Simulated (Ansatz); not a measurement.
# Sn(OAc)Me3 (C₅H₁₂O₂Sn): trial inputs and their diagnosis

2 inputs were typed for Sn(OAc)Me3 (C₅H₁₂O₂Sn). Each is run as it stands; the log then has to tell whether the result can be used.

Program: Ansatz 0.2.0, Gaussian basis. Level of theory: the settings change from run to run. These are calculated values, not measurements.

2 further runs of the same task are left out: 2 set aside as unsound or not needed.

## (1) The geometry

The geometry comes from an earlier relaxation with r2SCAN-D4/def2-SVP; it is a stationary point, not always the lowest conformer. Sn takes a core potential in def2 sets; no spin-orbit term is included.

20 atoms, charge 0, spin multiplicity 1.

Atoms are counted from 1 here; the program's logs count them from 0.

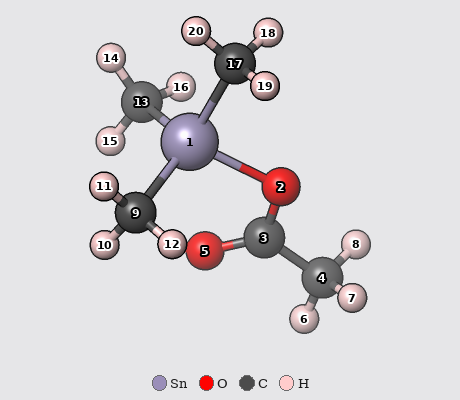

The geometry (tin purple, oxygen red, carbon dark grey, hydrogen pink); atoms are numbered from 1 in the order of the file.

## (2) Input 1

The input, in.yaml:

```yaml
crystal:
  periodic: [false, false, false]
  atoms:
    - {symbol: Sn, position_ang: [-0.091875, -0.257120, -0.876052]}
    - {symbol: O, position_ang: [-0.324333, -0.456587, 1.271590]}
    - {symbol: C, position_ang: [0.351433, 0.511813, 1.765439]}
    - {symbol: C, position_ang: [0.316472, 0.584478, 3.279465]}
    - {symbol: O, position_ang: [0.836600, 1.412913, 1.061613]}
    - {symbol: H, position_ang: [0.843814, 1.525239, 3.687755]}
    - {symbol: H, position_ang: [0.854543, -0.323720, 3.610952]}
    - {symbol: H, position_ang: [-0.680458, 0.567196, 3.599279]}
    - {symbol: C, position_ang: [1.896204, -0.330759, -1.366378]}
    - {symbol: H, position_ang: [2.423503, 0.654335, -1.365798]}
    - {symbol: H, position_ang: [2.039358, -0.816763, -2.415725]}
    - {symbol: H, position_ang: [2.467310, -1.001042, -0.660804]}
    - {symbol: C, position_ang: [-1.218655, 1.500558, -1.435032]}
    - {symbol: H, position_ang: [-1.649757, 1.377088, -2.392816]}
    - {symbol: H, position_ang: [-0.580988, 2.435625, -1.347347]}
    - {symbol: H, position_ang: [-2.112411, 1.638704, -0.693021]}
    - {symbol: C, position_ang: [-1.174211, -2.012266, -1.281047]}
    - {symbol: H, position_ang: [-2.160544, -2.006642, -1.001563]}
    - {symbol: H, position_ang: [-0.609026, -2.915640, -0.973292]}
    - {symbol: H, position_ang: [-1.240936, -2.127205, -2.426032]}
basis:
  gaussian: {orbitals: def2-mTZVP, fitting: {mean_field: cc-pVTZ-jkfit}}
hamiltonian: {xc: {name: B3LYP}, dispersion: d3bjatm}
accuracy: high
scf: {omitted_lower_state_checks: [starts]}
output: {forces: true}
```

Started as:

```
> ansatz run in.yaml --threads 4 --pin off --events-out ev --progress --plain --max-ram 4787MiB
```

Output:

```text
Functional definition: B3LYP
  name "B3LYP"
  cite "Stephens, Devlin, Chabalowski & Frisch, J. Phys. Chem. 98, 11623 (1994) doi:10.1021/j100096a001"
  cite "Becke, Phys. Rev. A 38, 3098 (1988) doi:10.1103/PhysRevA.38.3098"
  cite "Lee, Yang & Parr, Phys. Rev. B 37, 785 (1988) doi:10.1103/PhysRevB.37.785"
  cite "Vosko, Wilk & Nusair, Can. J. Phys. 58, 1200 (1980) doi:10.1139/p80-159"
  parameter a0 = 0.2
  parameter ax = 0.72
  parameter ac = 0.81
  exchange = (1 - a0 - ax)*slater_x + ax*b88_x + a0*exact_x
  correlation = (1 - ac)*vwn_rpa_c + ac*lyp_c
these checks for a lower state are left out or cut short: starts
Error: <dir> the basis set cc-pVTZ-JKFIT has no functions for Sn
```

It took 0.16 s on 4 threads of Intel Xeon at 2.50GHz, shared host.

What is wrong: Refused before any calculation. The fitting set named has no entry for an element of this molecule. Cure: leave the fitting key out, or name a set that covers all elements and suits the basis. Its coordinates are also moved off the relaxed structure.

## (3) Input 2

The input, in.yaml:

```yaml
crystal:
  periodic: [false, false, false]
  atoms:
    - {symbol: Sn, position_ang: [-0.246279, -0.438511, -1.618524]}
    - {symbol: O, position_ang: [-0.544794, -0.911528, 2.327103]}
    - {symbol: C, position_ang: [0.591189, 1.050864, 3.322379]}
    - {symbol: C, position_ang: [0.613887, 1.113417, 6.166599]}
    - {symbol: O, position_ang: [1.554956, 2.703102, 1.998886]}
    - {symbol: H, position_ang: [1.577092, 2.816116, 6.847845]}
    - {symbol: H, position_ang: [1.566416, -0.588183, 6.889064]}
    - {symbol: H, position_ang: [-1.338884, 1.056274, 6.878886]}
    - {symbol: C, position_ang: [3.679651, -0.642254, -2.616691]}
    - {symbol: H, position_ang: [4.528361, 1.245921, -2.481869]}
    - {symbol: H, position_ang: [3.910239, -1.400687, -4.538353]}
    - {symbol: H, position_ang: [4.638534, -1.909710, -1.276659]}
    - {symbol: C, position_ang: [-2.358790, 2.866204, -2.651542]}
    - {symbol: H, position_ang: [-3.112637, 2.681667, -4.579933]}
    - {symbol: H, position_ang: [-1.140377, 4.539438, -2.512461]}
    - {symbol: H, position_ang: [-3.948075, 3.077644, -1.328321]}
    - {symbol: C, position_ang: [-2.230858, -3.863231, -2.583799]}
    - {symbol: H, position_ang: [-4.155359, -3.810163, -1.800509]}
    - {symbol: H, position_ang: [-1.232586, -5.505927, -1.793173]}
    - {symbol: H, position_ang: [-2.351667, -4.080453, -4.648927]}
basis:
  gaussian: {orbitals: def2-mTZVPP, fitting: {mean_field: def2-universal-jkfit}, point_charges: [{charge: 2.00, position_ang: [7.142, 0.140, -0.461]}]}
hamiltonian: {xc: {name: wB97M-V}, pseudopotentials: {relativity: none}}
```

The command is unchanged.

Output, shortened:

```text
Functional definition: wB97M-V
  name "wB97M-V"
  cite "Mardirossian & Head-Gordon, J. Chem. Phys. 144, 214110 (2016) doi:10.1063/1.4952647"
  cite "Becke, J. Chem. Phys. 107, 8554 (1997) doi:10.1063/1.475007"
  cite "Vydrov & Van Voorhis, J. Chem. Phys. 133, 244103 (2010) doi:10.1063/1.3521275"
  # Of w^i u^j: cxij and so on, Table III.
[...]
  gx(w, u) = 1 - cx + cx01*u + cx10*w
  gss(w, u) = css00 + css04*u^4 + css10*w + css20*w^2 + css43*w^4*u^3
  gos(w, u) = cos00 + cos10*w + (cos20 + cos21*u)*w^2 + (cos60 + cos61*u)*w^6
[...]
      + integral(e_c_pw_mod_opposite_spin*gos(b97_w_opposite, b97_u_opposite)) + vv10(b, c)
963 factors; integrals over basis functions are off by at most 8.8e-1 eV
963 factors; integrals over basis functions are off by at most 4.1e-5 eV
[...]
mean field -15226.95056846 eV, -559.5801121929 hartree, gradient 1.3e-5 eV, S^2 0.000000; 6 other end points of the search recorded, 0 dependent functions left out
reference -15226.95066693 eV, -559.5801158118 hartree; 40, 40 occupied and 199, 199 virtual orbitals, 963 factors
Total energy: -15226.95066693 eV, -559.5801158118 hartree
```

It took 69 s on 4 threads of Intel Xeon at 2.50GHz, shared host; peak memory 0.98 GiB.

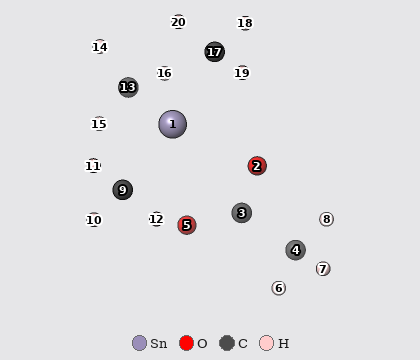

The geometry of this input.

Diagnosis: The run converged, but a converged run isn't a right one. The coordinates are in bohr but typed as ångström. The shortest distance is 2.07 Å (C4–H6), against 1.10 Å in the relaxed molecule. Its energy is no property of the relaxed molecule. Fix: take the coordinates from the file in ångström, and remove the point charge.

## (4) Summary

| input | level | ended | cause | time |
| --- | --- | --- | --- | --- |
| 1 | B3LYP/def2-mTZVP | refused | the fitting set named has no entry for an element of this molecule | 0.16 s |
| 2 | wB97M-V/def2-mTZVPP | converged | the coordinates are in bohr but typed as ångström | 69 s |

**Reading.** 1 refused, 1 converged. A refusal costs next to no computing time. The dangerous case is the input that converges on a wrong geometry, charge, spin, basis or grid: often only a look at the input shows it.
